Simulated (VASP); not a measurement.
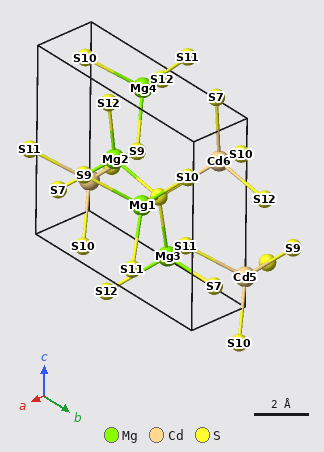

This is the input geometry for a relaxation of solid Mg$_{2}$CdS$_{3}$ (a generated structure, set up in P1). Style: ball-and-stick. Shown: the cell of the calculation, reduced to other axes, slightly off an axis. Lengths and directions refer to the drawn axes.

The run lets cell and atoms move.

These are results of Kohn-Sham DFT of a periodic cell, PBE, VASP PAW PBE potentials, recommended (VASP), not measurements.

The input:
```
SYSTEM = Mg2CdS3
PREC     = Normal         ! precision mode
ENCUT    = 520            ! plane-wave cutoff, eV
EDIFF    = 1E-5           ! SCF threshold, eV
ISMEAR   = 0              ! smearing method
SIGMA    = 0.05           ! smearing width, eV
LREAL    = Auto         
LASPH    = .True.         ! aspherical terms in the spheres
NELM     = 80             ! most SCF steps
ALGO     = Fast           ! electronic algorithm
ISIF     = 3              ! what is computed and relaxed
LWAVE    = .False.        ! write WAVECAR
LCHARG   = .False.        ! write CHGCAR
GGA      = PE             ! functional
IBRION   = 2              ! ionic algorithm
NSW      = 110            ! ionic steps
EDIFFG   = -0.03          ! ionic threshold
ISYM     = 0            
KPAR     = 2
```

Launched with:
```bash
cat potpaw_PBE.64/Mg/POTCAR potpaw_PBE.64/Cd/POTCAR potpaw_PBE.64/S/POTCAR > POTCAR
mpirun -np 2 vasp_std > vasp.out
```

The structure:
```
CELL_PARAMETERS angstrom
6.11530 -3.61328 0.17734
6.02858 3.46306 0.04413
0.11942 -0.12442 6.64985
ATOMIC_POSITIONS crystal
Mg 0.49403 0.17747 0.00788
Mg 0.50599 0.82417 0.49483
Mg 0.16462 0.50790 0.49889
Mg 0.82334 0.51199 0.99303
Cd 0.16410 0.83984 0.98973
Cd 0.83024 0.16088 0.50968
S 0.19318 0.81711 0.38416
S 0.48919 0.16977 0.36380
S 0.50584 0.83902 0.87421
S 0.82721 0.17625 0.88601
S 0.16980 0.49309 0.86700
S 0.81659 0.51062 0.37944
```

Q: Predict the outcome.

A: The atom that moves furthest relative to the cell is S12 (0.12 Å along [1 2 2]). By element the largest moves are S 0.12 Å, Cd 0.10 Å, Mg 0.08 Å. The volume changes by +1.0 %, with a 6.652 → 6.618 Å (−0.5 %), b 6.953 → 7.100 Å (+2.1 %), c 7.078 → 7.087 Å (+0.1 %), α 119.2° → 120.0°, β 92.2° → 89.9°, γ 90.7° → 90.0°. Among the contacts that change: Mg3–S12 2.626 → 2.464 Å, Mg2–S12 2.311 → 2.464 Å, Mg1–S8 2.366 → 2.469 Å, Mg4–S12 2.569 → 2.469 Å. Among the angles between lasting bonds that change: S8–Cd6–S10 115.2° → 108.5°, S8–Cd6–S12 104.0° → 110.6°, S7–Cd5–S9 102.1° → 108.7°. The space group stays P1 (No. 1). Over 15 geometry steps the energy falls by 27.4 meV per atom. The largest force component goes from 1 to 0.02 eV/Å. Pressure: 0.88 GPa at the start and −0.01 GPa at the end.

After the run, drawn alike:

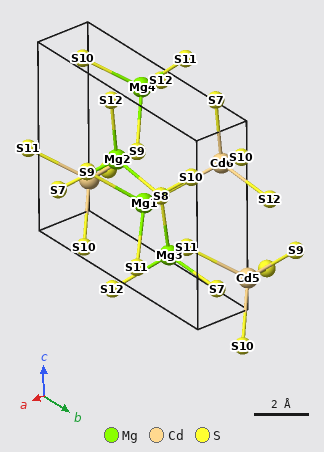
